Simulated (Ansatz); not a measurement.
# AlCl3H2O: two geometries relaxed, part 2 of 2

Are the two ends of the reaction (ligand exchange) separate minima, and which lies lower? Each is relaxed from a guess. Meant to form: Al1–Cl6, H7–O2; to break: Al1–O2, H7–Cl6. The start is a guess near the saddle point, from which both ends are pulled out.

Ansatz 0.2.0; RKS PBE0-D4/6-31G*. The steps go on from the part before.

## (4) Pulling towards end B

Springs on the bonds that form and break draw the guess towards this end; the thresholds are loose.

input.yaml

```yaml
crystal:
  periodic: [false, false, false]
  atoms:
    - { symbol: Al, position_ang: [0.0, 0.0, 0.0] }
    - { symbol: O, position_ang: [0.0, 0.0, 2.13] }
    - { symbol: H, position_ang: [-0.9095, -0.2814, 2.4671] }
    - { symbol: Cl, position_ang: [1.9312, 0.0, -1.115] }
    - { symbol: Cl, position_ang: [-1.9312, 0.0, -1.115] }
    - { symbol: Cl, position_ang: [0.5396, 2.3395, 0.7978] }
    - { symbol: H, position_ang: [0.2842, 1.2321, 1.9417] }
basis:
  gaussian: { orbitals: "6-31G*" }
hamiltonian:
  xc: pbe0
  dispersion: d4
relax:
  f_tol: 0.15
  max_steps: 25
  restrain:
    - { distance: [0, 5], at: 2.23, k: 30.0 }
    - { distance: [6, 1], at: 1.01, k: 30.0 }
    - { distance: [0, 1], at: 2.98, k: 30.0 }
    - { distance: [6, 5], at: 2.57, k: 30.0 }
```

On the command line:

```bash
$ ansatz run input.yaml --threads 2 --pin off --max-ram 3072MiB --backend cpu --events-out ev --progress --plain --runs-dir out
```

The log of the run:

```text
Warning: RAYON_NUM_THREADS=2 ignored (pool sized by the plan → 2); use --threads N
The last accepted step is kept in <dir> (removed where the run ends without a failure and the disk answers)
Engine: ansatz 0.2.0, x86_64-unknown-linux-gnu
Functional definition: PBE0
  parameter a = 0.25
  parameter kappa = 0.804
  parameter beta = 0.06672455060314922
  exchange = (1 - a)*pbe_x(kappa = kappa, mu = beta*pi^2/3) + a*exact_x
  correlation = pbe_c(beta = beta)
935 factors; integrals over basis functions are off by at most 6.7e-4 eV
mean field evaluation 1: about -46225.3052 eV, gradient 4.4e1 eV
mean field evaluation 2: about -46217.7998 eV, gradient 7.7e1 eV
mean field evaluation 4: about -46229.3164 eV, gradient 2.5e0 eV
mean field evaluation 8: about -46229.3522 eV, gradient 3.7e-2 eV
mean field -46229.35220458 eV, -1698.8973581379 hartree, gradient 5.5e-5 eV, S^2 0.000000; 0 other end points of the search recorded, 0 dependent functions left out
the calculation of the forces begins
reference -46229.35223464 eV, -1698.8973592427 hartree; 37, 37 occupied and 58, 58 virtual orbitals, 935 factors
relax step   1: F+E_penalty+E_count = -46229.53105319 eV  Δ(F+E_penalty+E_count) = +0.000e0 eV  max|allowed force component| = 2.286e0 eV/Å  E_restraint = 27.02092360 eV  max|allowed force component, restraints' pulls added| = 2.866e1 eV/Å  Δτ_max = 0.0000 Å  (26 SCF iters, accepted)
  distance Al 0 - Cl 5 = 2.5300 Å
  distance H 6 - O 1 = 1.2784 Å
  distance Al 0 - O 1 = 2.1300 Å
  distance H 6 - Cl 5 = 1.6125 Å
these checks for a lower state are left out or cut short: starts, cluster_reference, orbital_swaps, neighbouring_geometries, increment
935 factors; integrals over basis functions are off by at most 5.0e-4 eV
mean field evaluation 16: about -46228.7598 eV, gradient 1.2e1 eV
mean field -46229.56910230 eV, -1698.9053289823 hartree, gradient 1.1e-5 eV, S^2 0.000000; 0 other end points of the search recorded, 0 dependent functions left out
the calculation of the forces begins
reference -46229.56913189 eV, -1698.9053300696 hartree; 37, 37 occupied and 58, 58 virtual orbitals, 935 factors
relax step   2: F+E_penalty+E_count = -46229.74655938 eV  Δ(F+E_penalty+E_count) = -2.155e-1 eV  max|allowed force component| = 2.677e0 eV/Å  E_restraint = 11.88172401 eV  max|allowed force component, restraints' pulls added| = 1.840e1 eV/Å  Δτ_max = 0.1949 Å  (35 SCF iters, accepted)
  distance Al 0 - Cl 5 = 2.4594 Å
  distance H 6 - O 1 = 1.1296 Å
  distance Al 0 - O 1 = 2.4033 Å
  distance H 6 - Cl 5 = 1.9434 Å
these checks for a lower state are left out or cut short: starts, cluster_reference, orbital_swaps, neighbouring_geometries, increment
935 factors; integrals over basis functions are off by at most 3.6e-4 eV
mean field -46229.99541181 eV, -1698.9209955675 hartree, gradient 1.8e-5 eV, S^2 0.000000; 0 other end points of the search recorded, 0 dependent functions left out
the calculation of the forces begins
reference -46229.99544115 eV, -1698.9209966460 hartree; 37, 37 occupied and 58, 58 virtual orbitals, 935 factors
relax step   3: F+E_penalty+E_count = -46230.17397129 eV  Δ(F+E_penalty+E_count) = -4.274e-1 eV  max|allowed force component| = 2.756e0 eV/Å  E_restraint = 3.36686497 eV  max|allowed force component, restraints' pulls added| = 8.629e0 eV/Å  Δτ_max = 0.1948 Å  (28 SCF iters, accepted)
  distance Al 0 - Cl 5 = 2.3595 Å
  distance H 6 - O 1 = 0.9892 Å
  distance Al 0 - O 1 = 2.6513 Å
  distance H 6 - Cl 5 = 2.2550 Å
these checks for a lower state are left out or cut short: starts, cluster_reference, orbital_swaps, neighbouring_geometries, increment
935 factors; integrals over basis functions are off by at most 4.6e-4 eV
mean field evaluation 32: about -46230.3377 eV, gradient 2.7e-1 eV
mean field -46230.35510342 eV, -1698.9342139906 hartree, gradient 9.4e-6 eV, S^2 0.000000; 0 other end points of the search recorded, 0 dependent functions left out
the calculation of the forces begins
reference -46230.35513290 eV, -1698.9342150738 hartree; 37, 37 occupied and 58, 58 virtual orbitals, 935 factors
relax step   4: F+E_penalty+E_count = -46230.53218163 eV  Δ(F+E_penalty+E_count) = -3.582e-1 eV  max|allowed force component| = 1.987e0 eV/Å  E_restraint = 0.21933874 eV  max|allowed force component, restraints' pulls added| = 2.742e0 eV/Å  Δτ_max = 0.1945 Å  (28 SCF iters, accepted)
  distance Al 0 - Cl 5 = 2.2271 Å
  distance H 6 - O 1 = 0.9624 Å
  distance Al 0 - O 1 = 2.8895 Å
  distance H 6 - Cl 5 = 2.5055 Å
these checks for a lower state are left out or cut short: starts, cluster_reference, orbital_swaps, neighbouring_geometries, increment
935 factors; integrals over basis functions are off by at most 3.9e-4 eV
mean field -46230.72043890 eV, -1698.9476398216 hartree, gradient 7.4e-6 eV, S^2 0.000000; 0 other end points of the search recorded, 0 dependent functions left out
the calculation of the forces begins
reference -46230.72046849 eV, -1698.9476409093 hartree; 37, 37 occupied and 58, 58 virtual orbitals, 935 factors
relax step   5: F+E_penalty+E_count = -46230.89728041 eV  Δ(F+E_penalty+E_count) = -3.651e-1 eV  max|allowed force component| = 1.434e0 eV/Å  E_restraint = 0.08501904 eV  max|allowed force component, restraints' pulls added| = 1.277e0 eV/Å  Δτ_max = 0.2000 Å  (32 SCF iters, accepted)
  distance Al 0 - Cl 5 = 2.2142 Å
  distance H 6 - O 1 = 0.9860 Å
  distance Al 0 - O 1 = 2.9164 Å
  distance H 6 - Cl 5 = 2.5418 Å
these checks for a lower state are left out or cut short: starts, cluster_reference, orbital_swaps, neighbouring_geometries, increment
935 factors; integrals over basis functions are off by at most 4.5e-4 eV
mean field -46230.73331785 eV, -1698.9481131144 hartree, gradient 7.3e-6 eV, S^2 0.000000; 0 other end points of the search recorded, 0 dependent functions left out
the calculation of the forces begins
reference -46230.73334735 eV, -1698.9481141987 hartree; 37, 37 occupied and 58, 58 virtual orbitals, 935 factors
relax step   6: F+E_penalty+E_count = -46230.90881396 eV  Δ(F+E_penalty+E_count) = -1.153e-2 eV  max|allowed force component| = 1.242e0 eV/Å  E_restraint = 0.05113442 eV  max|allowed force component, restraints' pulls added| = 1.318e0 eV/Å  Δτ_max = 0.1911 Å  (28 SCF iters, accepted)
  distance Al 0 - Cl 5 = 2.1993 Å
  distance H 6 - O 1 = 0.9914 Å
  distance Al 0 - O 1 = 2.9741 Å
  distance H 6 - Cl 5 = 2.6157 Å
these checks for a lower state are left out or cut short: starts, cluster_reference, orbital_swaps, neighbouring_geometries, increment
935 factors; integrals over basis functions are off by at most 4.1e-4 eV
mean field -46230.81135770 eV, -1698.9509810259 hartree, gradient 1.1e-5 eV, S^2 0.000000; 0 other end points of the search recorded, 0 dependent functions left out
the calculation of the forces begins
reference -46230.81138719 eV, -1698.9509821096 hartree; 37, 37 occupied and 58, 58 virtual orbitals, 935 factors
relax step   7: F+E_penalty+E_count = -46230.98849421 eV  Δ(F+E_penalty+E_count) = -7.968e-2 eV  max|allowed force component| = 1.333e0 eV/Å  E_restraint = 0.04119910 eV  max|allowed force component, restraints' pulls added| = 1.260e-1 eV/Å  Δτ_max = 0.2000 Å  (27 SCF iters, accepted)
  distance Al 0 - Cl 5 = 2.1912 Å
  distance H 6 - O 1 = 0.9872 Å
  distance Al 0 - O 1 = 2.9533 Å
  distance H 6 - Cl 5 = 2.5732 Å
935 factors; integrals over basis functions are off by at most 4.1e-4 eV
mean field evaluation 64: about -46230.7207 eV, gradient 5.8e0 eV
mean field -46230.81135770 eV, -1698.9509810259 hartree, gradient 1.1e-5 eV, S^2 0.000000; 1 other end points of the search recorded, 0 dependent functions left out
the calculation of the forces begins
reference -46230.81138719 eV, -1698.9509821096 hartree; 37, 37 occupied and 58, 58 virtual orbitals, 935 factors
Total energy: -46230.98852370 eV, -1698.9574917565 hartree
Atom 0 at     0.140640     0.581342    -0.521902 Å, force     0.121724     0.901751     1.333352 eV/Å
Atom 1 at     0.024156    -0.098910     2.349586 Å, force     0.171511     0.974827    -0.617678 eV/Å
Atom 2 at    -0.917402    -0.153976     2.561212 Å, force    -0.052387    -0.071445     0.019519 eV/Å
Atom 3 at     1.880804    -0.334175    -1.173281 Å, force     0.010690    -0.028451    -0.043688 eV/Å
Atom 4 at    -1.749901    -0.078682    -1.069819 Å, force    -0.036290    -0.013974    -0.017882 eV/Å
Atom 5 at     0.306971     2.514699     0.495937 Å, force    -0.099471    -0.919864    -0.675919 eV/Å
Atom 6 at     0.229031     0.859902     2.464866 Å, force    -0.115776    -0.842842     0.002295 eV/Å
Dipole moment:    -0.277061     0.061747     0.292737 e Å
```

Run time: 18 s. Hardware: 2 threads of AMD EPYC 7B13 (Zen 3), shared host; peak memory 0.25 GiB.

Relaxation path:

```
step  energy from step 1 (eV)  largest force component (eV/Å)
   1                   0.0000                          2.2857
   2                  -0.2155                          2.6767
   3                  -0.6429                          2.7558
   4                  -1.0011                          1.9868
   5                  -1.3662                          1.4338
   6                  -1.3778                          1.2424
   7                  -1.4574                          1.3334
```

Step 1 is the start. Energies and forces in the table leave out the springs, which the log lists apart; the run stops on the force with the springs' pull added.

After: Bond lengths: O2–H3 0.967 Å, Al1–Cl4 2.071 Å, Al1–Cl5 2.076 Å, Al1–Cl6 2.191 Å, O2–H7 0.987 Å. Angles: H3–O2–H7 103.4°, Cl4–Al1–Cl5 122.8°, Cl4–Al1–Cl6 118.2°, Cl5–Al1–Cl6 118.2°.

Pairs that crossed the distance rule for bonds on the way: came closer O2–H7; moved apart Al1–O2.

## (5) Relaxing end B

It starts where the restrained run ended.

input.yaml

```yaml
crystal:
  periodic: [false, false, false]
  atoms:
    - { symbol: Al, position_ang: [0.14064, 0.581342, -0.521902] }
    - { symbol: O, position_ang: [0.024156, -0.09891, 2.349586] }
    - { symbol: H, position_ang: [-0.917402, -0.153976, 2.561212] }
    - { symbol: Cl, position_ang: [1.880804, -0.334175, -1.173281] }
    - { symbol: Cl, position_ang: [-1.749901, -0.078682, -1.069819] }
    - { symbol: Cl, position_ang: [0.306971, 2.514699, 0.495937] }
    - { symbol: H, position_ang: [0.229031, 0.859902, 2.464866] }
basis:
  gaussian: { orbitals: "6-31G*" }
hamiltonian:
  xc: pbe0
  dispersion: d4
relax:
  f_tol: 0.03
  max_steps: 50
output:
  orbitals: {}
```

On the command line:

```bash
$ ansatz run input.yaml --threads 2 --pin off --max-ram 3072MiB --backend cpu --events-out ev --progress --plain --runs-dir out
```

The log of the run, shortened:

```text
Warning: RAYON_NUM_THREADS=2 ignored (pool sized by the plan → 2); use --threads N
[...]
[... 1 set-up line as earlier in the session ...]
[...]
939 factors; integrals over basis functions are off by at most 3.2e-4 eV
[...]
mean field -46230.81136747 eV, -1698.9509813849 hartree, gradient 3.2e-5 eV, S^2 0.000000; 0 other end points of the search recorded, 0 dependent functions left out
[...]
reference -46230.81139686 eV, -1698.9509824651 hartree; 37, 37 occupied and 58, 58 virtual orbitals, 939 factors
relax step   1: F+E_penalty+E_count = -46230.98850396 eV  Δ(F+E_penalty+E_count) = +0.000e0 eV  max|allowed force component| = 1.333e0 eV/Å  Δτ_max = 0.0000 Å  (25 SCF iters, accepted)
[...]
relax step   7: F+E_penalty+E_count = -46231.99219553 eV  Δ(F+E_penalty+E_count) = -4.039e-3 eV  max|allowed force component| = 3.892e-2 eV/Å  Δτ_max = 0.0451 Å  (28 SCF iters, accepted)
[...]
mean field -46231.80105038 eV, -1698.9873515612 hartree, gradient 5.3e-6 eV, S^2 0.000000; 1 other end points of the search recorded, 0 dependent functions left out
[...]
reference -46231.80108056 eV, -1698.9873526702 hartree; 37, 37 occupied and 58, 58 virtual orbitals, 939 factors
Total energy: -46231.99253076 eV, -1698.9943883353 hartree
Atom 0 at     0.141712     0.614025    -0.048323 Å, force    -0.000476    -0.001743     0.005508 eV/Å
Atom 1 at     0.045814     0.044867     1.833986 Å, force    -0.015811     0.008791     0.010858 eV/Å
Atom 2 at    -0.800073    -0.391243     2.034965 Å, force     0.010060    -0.001432    -0.008960 eV/Å
Atom 3 at     1.795264    -0.400527    -0.844739 Å, force    -0.001470     0.000800    -0.000157 eV/Å
Atom 4 at    -1.779942    -0.061220    -0.625830 Å, force     0.002547     0.000498     0.002200 eV/Å
Atom 5 at     0.362224     2.688459     0.313143 Å, force     0.000380    -0.002380     0.000369 eV/Å
Atom 6 at     0.149300     0.795839     2.443397 Å, force     0.004768    -0.004534    -0.009819 eV/Å
Dipole moment:    -0.261399    -0.173633     1.116008 e Å
```

Wall time 21 s (2 threads of AMD EPYC 7B13 (Zen 3), shared host); peak memory 0.25 GiB.

The steps of the relaxation:

```csv
step,energy from step 1 (eV),largest force component (eV/Å)
1,0.0000,1.3332
2,-0.2504,1.4096
3,-0.5457,1.3701
4,-0.8312,0.8791
5,-0.9609,0.9691
6,-0.9997,0.1082
7,-1.0037,0.0389
8,-1.0040,0.0158
```

Step 1 is the start.

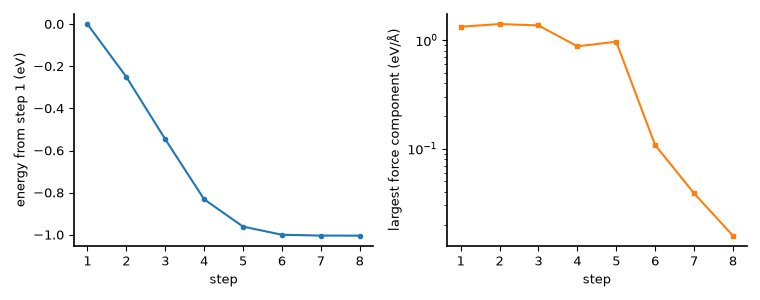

How energy and force went from step to step.

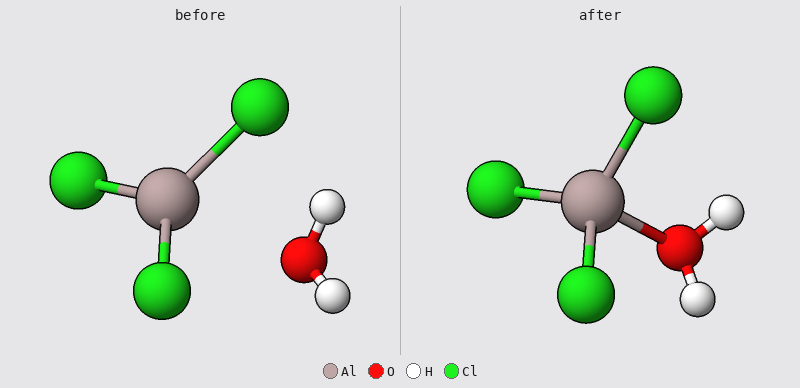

Before and after, at one scale.

After: Bond lengths: Al1–O2 1.969 Å, O2–H3 0.973 Å, Al1–Cl4 2.097 Å, Al1–Cl5 2.117 Å, Al1–Cl6 2.117 Å, O2–H7 0.973 Å. Angles: Al1–O2–H3 111.7°, Al1–O2–H7 111.8°, H3–O2–H7 108.0°, O2–Al1–Cl4 105.2°, O2–Al1–Cl5 97.1°, O2–Al1–Cl6 97.2°, Cl4–Al1–Cl5 117.2°, Cl4–Al1–Cl6 117.2°, Cl5–Al1–Cl6 117.0°.

Pairs that crossed the distance rule for bonds on the way: came closer Al1–O2.

## (6) Summary of results

What follows sums up all 2 parts.

```
                           quantity                     value
                              end A  16 moves, 1.554 eV lower
                              end B   7 moves, 1.004 eV lower
largest difference between the ends                    0.05 Å
            end B relative to end A                 -0.000 eV
```

What this shows: Both starts fell into the same minimum (no atom differs by more than 0.05 Å), so from this start no second minimum was found and no band was run; another arrangement could still be one.
